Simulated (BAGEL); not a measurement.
# C6H10O (SMILES O=C1CCCCC1): a chain of runs

Aim: the energy (HF/cc-pVDZ), then a single-point energy (NEVPT2(2,2)/cc-pVDZ) of C6H10O. 

The results are computed with BAGEL 1.2.2.

**1. The structure to begin with**

C6H10O has 17 atoms, charge 0, and is taken as a singlet. SMILES: `O=C1CCCCC1`. One bond was lengthened or shortened from a relaxed shape.

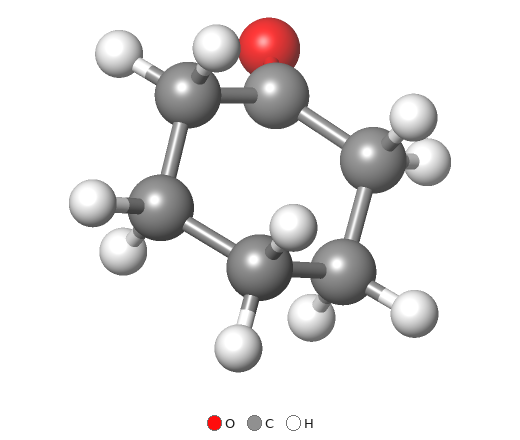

Viewed from a chosen angle; oxygen red, carbon grey, hydrogen white.

**2. The energy at HF/cc-pVDZ (density fitting with svp-jkfit) (run 1)**

hf.json reads:

```json
{ "bagel" : [

{
  "title" : "molecule",
  "basis" : "cc-pvdz.json",
  "df_basis" : "svp-jkfit",
  "angstrom" : "false",
  "geometry" : [
    { "atom" : "O", "xyz" : [ -1.62001496, -3.78442223,  3.29670848 ] },
    { "atom" : "C", "xyz" : [ -0.80561859, -1.92538526,  2.25836067 ] },
    { "atom" : "C", "xyz" : [  1.74095744, -1.88084441,  0.97366816 ] },
    { "atom" : "C", "xyz" : [  1.56604439, -0.80305801, -1.70182499 ] },
    { "atom" : "C", "xyz" : [  0.24278256,  1.74858248, -1.72499303 ] },
    { "atom" : "C", "xyz" : [ -2.37686917,  1.56401293, -0.55636750 ] },
    { "atom" : "C", "xyz" : [ -2.26384465,  0.52337855,  2.13709694 ] },
    { "atom" : "H", "xyz" : [  2.52440009, -3.78706785,  1.00052117 ] },
    { "atom" : "H", "xyz" : [  2.98263978, -0.66737568,  2.11005496 ] },
    { "atom" : "H", "xyz" : [  3.74294274, -0.63046933, -2.63754744 ] },
    { "atom" : "H", "xyz" : [  0.51518658, -2.12860640, -2.89720904 ] },
    { "atom" : "H", "xyz" : [  0.10893326,  2.46201078, -3.66001589 ] },
    { "atom" : "H", "xyz" : [  1.37625919,  3.12349052, -0.66453542 ] },
    { "atom" : "H", "xyz" : [ -3.30682230,  3.40882026, -0.54998022 ] },
    { "atom" : "H", "xyz" : [ -3.55534018,  0.31507404, -1.71467512 ] },
    { "atom" : "H", "xyz" : [ -4.13822620,  0.21274537,  2.93607315 ] },
    { "atom" : "H", "xyz" : [ -1.27555569,  1.88898913,  3.34710748 ] }
  ]
},
{
  "title" : "hf"
},
{
  "title" : "print",
  "file" : "orbitals.molden",
  "orbitals" : "true"
}

]}
```

The basis set cc-pVDZ is read from a file made from the Basis Set Exchange's data (not shown).

Launch:

```
$ BAGEL_NUM_THREADS=1 BAGEL hf.json > hf.out
```

Log:

```text
* using 1 threads per process

  ===============================================================
  ===============================================================

  *** Geometry ***

  { "atom" : "O", "xyz" : [     -1.620015,     -3.784422,      3.296708 ] },
  { "atom" : "C", "xyz" : [     -0.805619,     -1.925385,      2.258361 ] },
  { "atom" : "C", "xyz" : [      1.740957,     -1.880844,      0.973668 ] },
  { "atom" : "C", "xyz" : [      1.566044,     -0.803058,     -1.701825 ] },
  { "atom" : "C", "xyz" : [      0.242783,      1.748582,     -1.724993 ] },
  { "atom" : "C", "xyz" : [     -2.376869,      1.564013,     -0.556368 ] },
  { "atom" : "C", "xyz" : [     -2.263845,      0.523379,      2.137097 ] },
  { "atom" : "H", "xyz" : [      2.524400,     -3.787068,      1.000521 ] },
  { "atom" : "H", "xyz" : [      2.982640,     -0.667376,      2.110055 ] },
  { "atom" : "H", "xyz" : [      3.742943,     -0.630469,     -2.637547 ] },
  { "atom" : "H", "xyz" : [      0.515187,     -2.128606,     -2.897209 ] },
  { "atom" : "H", "xyz" : [      0.108933,      2.462011,     -3.660016 ] },
  { "atom" : "H", "xyz" : [      1.376259,      3.123491,     -0.664535 ] },
  { "atom" : "H", "xyz" : [     -3.306822,      3.408820,     -0.549980 ] },
  { "atom" : "H", "xyz" : [     -3.555340,      0.315074,     -1.714675 ] },
  { "atom" : "H", "xyz" : [     -4.138226,      0.212745,      2.936073 ] },
  { "atom" : "H", "xyz" : [     -1.275556,      1.888989,      3.347107 ] },

  Number of auxiliary basis functions:      707

  Since a DF basis is specified, we compute 2- and 3-index integrals:
    o Being stored without compression. Storage requirement is 0.124 GB

  Number of basis functions:      148
  Number of electrons      :       54

    * METHOD: MOLECULE                             0.82

  *** RHF ***

  === Nuclear Repulsion ===
   310.4432606297

      * DIIS with orbital gradients will be used.

  === RHF iteration (cc-pvdz.json) ===
      0       -307.60104810          0.01135571           0.29
      1       -307.83078446          0.00660691           0.28
      2       -307.90716395          0.00177148           0.29
      3       -307.91348795          0.00083382           0.28
      4       -307.91446192          0.00012130           0.28
      5       -307.91453814          0.00005563           0.29
      6       -307.91455629          0.00002530           0.28
      7       -307.91455989          0.00000733           0.29
      8       -307.91456010          0.00000271           0.28
      9       -307.91456012          0.00000094           0.28
     10       -307.91456012          0.00000018           0.28
     11       -307.91456012          0.00000006           0.28
     12       -307.91456012          0.00000003           0.28
     13       -307.91456012          0.00000002           0.28
     14       -307.91456012          0.00000001           0.28
    * SCF iteration converged.

    * Permanent dipole moment:
           (   -0.368927,    -1.070328,     0.637313) a.u.

    * METHOD: HF                                   4.81

    * METHOD: PRINT                                0.06

  ===============================================================
```

It took 6 s on 1 thread of Arm Neoverse V1, shared host; peak memory 0.34 GiB.

**3. A single-point energy at NEVPT2(2,2)/cc-pVDZ (density fitting with svp-jkfit) (run 2)**

calc.json reads:

```json
{ "bagel" : [

{
  "title" : "molecule",
  "basis" : "cc-pvdz.json",
  "df_basis" : "svp-jkfit",
  "geometry" : [
    { "atom" : "O", "xyz" : [ -1.62001496, -3.78442223,  3.29670848 ] },
    { "atom" : "C", "xyz" : [ -0.80561859, -1.92538526,  2.25836067 ] },
    { "atom" : "C", "xyz" : [  1.74095744, -1.88084441,  0.97366816 ] },
    { "atom" : "C", "xyz" : [  1.56604439, -0.80305801, -1.70182499 ] },
    { "atom" : "C", "xyz" : [  0.24278256,  1.74858248, -1.72499303 ] },
    { "atom" : "C", "xyz" : [ -2.37686917,  1.56401293, -0.55636750 ] },
    { "atom" : "C", "xyz" : [ -2.26384465,  0.52337855,  2.13709694 ] },
    { "atom" : "H", "xyz" : [  2.52440009, -3.78706785,  1.00052117 ] },
    { "atom" : "H", "xyz" : [  2.98263978, -0.66737568,  2.11005496 ] },
    { "atom" : "H", "xyz" : [  3.74294274, -0.63046933, -2.63754744 ] },
    { "atom" : "H", "xyz" : [  0.51518658, -2.12860640, -2.89720904 ] },
    { "atom" : "H", "xyz" : [  0.10893326,  2.46201078, -3.66001589 ] },
    { "atom" : "H", "xyz" : [  1.37625919,  3.12349052, -0.66453542 ] },
    { "atom" : "H", "xyz" : [ -3.30682230,  3.40882026, -0.54998022 ] },
    { "atom" : "H", "xyz" : [ -3.55534018,  0.31507404, -1.71467512 ] },
    { "atom" : "H", "xyz" : [ -4.13822620,  0.21274537,  2.93607315 ] },
    { "atom" : "H", "xyz" : [ -1.27555569,  1.88898913,  3.34710748 ] }
  ]
},
{ "title" : "hf", "charge" : 0 },
{
  "title" : "nevpt2",
  "nstate" : 1,
  "nact" : 2,
  "nclosed" : 26,
  "charge" : 0,
  "active" : [21, 31],
  "maxiter" : 200,
  "natocc" : "true",
  "ncore" : 7
},
{ "title" : "print", "file" : "orbitals.molden", "orbitals" : "true" }

]}
```

The basis set cc-pVDZ is read from a file made from the Basis Set Exchange's data (not shown).

Launch:

```
$ BAGEL_NUM_THREADS=1 BAGEL calc.json > calc.out
```

Log:

```text
* using 1 threads per process

  ===============================================================
  ===============================================================

  *** Geometry ***

  { "atom" : "O", "xyz" : [     -1.620015,     -3.784422,      3.296708 ] },
  { "atom" : "C", "xyz" : [     -0.805619,     -1.925385,      2.258361 ] },
  { "atom" : "C", "xyz" : [      1.740957,     -1.880844,      0.973668 ] },
  { "atom" : "C", "xyz" : [      1.566044,     -0.803058,     -1.701825 ] },
  { "atom" : "C", "xyz" : [      0.242783,      1.748582,     -1.724993 ] },
  { "atom" : "C", "xyz" : [     -2.376869,      1.564013,     -0.556368 ] },
  { "atom" : "C", "xyz" : [     -2.263845,      0.523379,      2.137097 ] },
  { "atom" : "H", "xyz" : [      2.524400,     -3.787068,      1.000521 ] },
  { "atom" : "H", "xyz" : [      2.982640,     -0.667376,      2.110055 ] },
  { "atom" : "H", "xyz" : [      3.742943,     -0.630469,     -2.637547 ] },
  { "atom" : "H", "xyz" : [      0.515187,     -2.128606,     -2.897209 ] },
  { "atom" : "H", "xyz" : [      0.108933,      2.462011,     -3.660016 ] },
  { "atom" : "H", "xyz" : [      1.376259,      3.123491,     -0.664535 ] },
  { "atom" : "H", "xyz" : [     -3.306822,      3.408820,     -0.549980 ] },
  { "atom" : "H", "xyz" : [     -3.555340,      0.315074,     -1.714675 ] },
  { "atom" : "H", "xyz" : [     -4.138226,      0.212745,      2.936073 ] },
  { "atom" : "H", "xyz" : [     -1.275556,      1.888989,      3.347107 ] },

  Number of auxiliary basis functions:      707

  Since a DF basis is specified, we compute 2- and 3-index integrals:
    o Being stored without compression. Storage requirement is 0.124 GB

  Number of basis functions:      148
  Number of electrons      :       54

    * METHOD: MOLECULE                             0.82

  *** RHF ***

  === Nuclear Repulsion ===
   310.4432606297

      * DIIS with orbital gradients will be used.

  === RHF iteration (cc-pvdz.json) ===
      0       -307.60104810          0.01135571           0.28
      1       -307.83078446          0.00660691           0.29
      2       -307.90716395          0.00177148           0.28
      3       -307.91348795          0.00083382           0.28
      4       -307.91446192          0.00012130           0.28
      5       -307.91453814          0.00005563           0.28
      6       -307.91455629          0.00002530           0.28
      7       -307.91455989          0.00000733           0.29
      8       -307.91456010          0.00000271           0.28
      9       -307.91456012          0.00000094           0.28
     10       -307.91456012          0.00000018           0.28
     11       -307.91456012          0.00000006           0.29
     12       -307.91456012          0.00000003           0.29
     13       -307.91456012          0.00000002           0.29
     14       -307.91456012          0.00000001           0.28
    * SCF iteration converged.

    * Permanent dipole moment:
           (   -0.368927,    -1.070328,     0.637313) a.u.

    * METHOD: HF                                   4.83

    * freezing 7 orbitals
  ---------------------------
      CASSCF calculation
  ---------------------------

    ==== Active orbitals : =====
         Orbital 21
         Orbital 31
    ============================

    * nstate   :      1
    * nclosed  :     26
    * nact     :      2
    * nvirt    :    120
  === CASSCF iteration (cc-pvdz.json) ===

    * Using the second-order algorithm

      0  0      -307.91466158     1.58e-05      0.07

      1  0      -307.91529646     8.05e-05      1.22

      2  0      -307.92826497     7.54e-04      1.16

      3  0      -307.93441552     2.65e-04      1.45

      4  0      -307.93479818     4.51e-05      1.52

      5  0      -307.93480392     8.69e-06      1.54

      6  0      -307.93480403     1.75e-06      1.55

      7  0      -307.93480403     4.14e-07      1.50

      8  0      -307.93480403     1.06e-07      1.55

      9  0      -307.93480403     2.76e-08      1.41

     10  0      -307.93480403     7.25e-09      1.28

    * Second-order optimization converged. *

     guess   0:   closed 1.                   open ..

  === FCI iteration ===

      0  0      -307.91420284     8.37e-02      0.00
      1  0      -307.93480403     4.21e-05      0.00
      2  0 *    -307.93480403     1.47e-15      0.00

     * ci vector, state   0, <S^2> = 0.0000
       2.     0.9925131393
       .2    -0.1221379067

  === DF-NEVPT2 calculation ===

    * 3-index integral transformation done
    * assembly done

      NEVPT2 correlation energy:   -0.9905186570      1.25

          (+0)     -0.9322351735
          (+0)'    -0.0161915561
          (+1)     -0.0058505772
          (+1)'    -0.0000000000
          (+2)     -0.0002200056
          (-1)     -0.0273559594
          (-1)'     0.0000000000
          (-2)     -0.0086653851

      NEVPT2 total energy:       -308.9253226910

    * METHOD: NEVPT2                              16.69

    * METHOD: PRINT                                0.06

  ===============================================================
```

It took 23 s on 1 thread of Arm Neoverse V1, shared host; peak memory 0.34 GiB.

**4. Results**

| quantity | value |
| --- | --- |
| run 1, HF/cc-pVDZ: total energy | -307.91456 Eh |
| run 1, HF/cc-pVDZ: dipole moment | 3.30 D |
| run 1, HF/cc-pVDZ: HOMO energy | -10.64 eV |
| run 1, HF/cc-pVDZ: LUMO energy | 3.77 eV |
| run 1, HF/cc-pVDZ: HOMO–LUMO gap | 14.41 eV |
| run 2, NEVPT2(2,2)/cc-pVDZ: total energy | -308.92532 Eh |
